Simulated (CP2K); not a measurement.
Band structure of LiAg₃ (Pm-3m, 4 atoms in the cell).

```
CELL_PARAMETERS angstrom
      4.03340     0.00000     0.00000
      0.00000     4.03340     0.00000
      0.00000     0.00000     4.03340
ATOMIC_POSITIONS crystal
  Li 0.00000 0.00000 0.00000
  Ag 0.00000 0.50000 0.50000
  Ag 0.50000 0.00000 0.50000
  Ag 0.50000 0.50000 0.00000
```

Level of theory: PBEsol, GPW, DZVP-MOLOPT-PBE-GTH basis, GTH-PBE potentials (POTENTIAL_UZH) (CP2K).

Settings: CUTOFF = 500 Ry; REL_CUTOFF = 40 Ry; SMEAR/METHOD = FERMI_DIRAC; ELECTRONIC_TEMPERATURE = 580.23 K; KPOINTS/SCHEME = MONKHORST-PACK 8 8 8; GAMMA_CENTERED = T; XC_FUNCTIONAL = PBE:PBESOL; Li/BASIS_SET = DZVP-MOLOPT-PBE-GTH-q3; Li/POTENTIAL = GTH-PBE-q3; Ag/BASIS_SET = DZVP-MOLOPT-PBE-GTH-q11; Ag/POTENTIAL = GTH-PBE-q11; METHOD = GPW; EPS_DEFAULT = 1e-10; EXTRAPOLATION = USE_GUESS.

The starting cell comes from a database of computed structures (which also holds hypothetical and non-ambient phases and stackings), without a prior relaxation at this level. Its lattice was rescaled by a random factor within 2.5 % of one. Values carry the incompleteness of an atom-centred basis. The potentials were made for another functional than the one used.

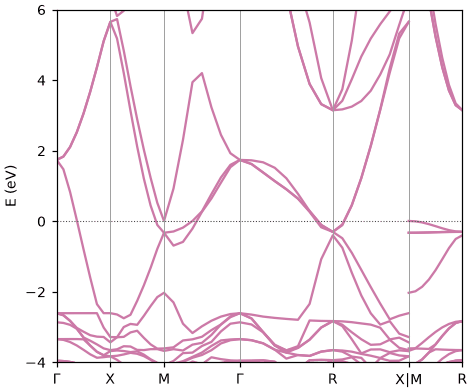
Fig. 1. Bands along the path, energies from the Fermi level.

Levels in eV from the Fermi level, bands 15 to 20:
```json
[
 {"point": "Γ", "15": "-2.60", "16": "-2.60", "17": "-2.60", "18": "1.74", "19": "1.74", "20": "1.74"},
 {"point": "X", "15": "-3.65", "16": "-3.43", "17": "-3.28", "18": "-2.60", "19": "5.65", "20": "5.65"},
 {"point": "M", "15": "-3.67", "16": "-3.60", "17": "-2.03", "18": "-0.32", "19": "-0.32", "20": "0.01"},
 {"point": "R", "15": "-2.83", "16": "-2.83", "17": "-0.40", "18": "-0.30", "19": "-0.30", "20": "-0.30"}
]
```

Bands cross the Fermi level along this path, so the cell is metallic at this level.

Higher empty bands are left out: an atom-centred basis made for the valence describes them poorly.
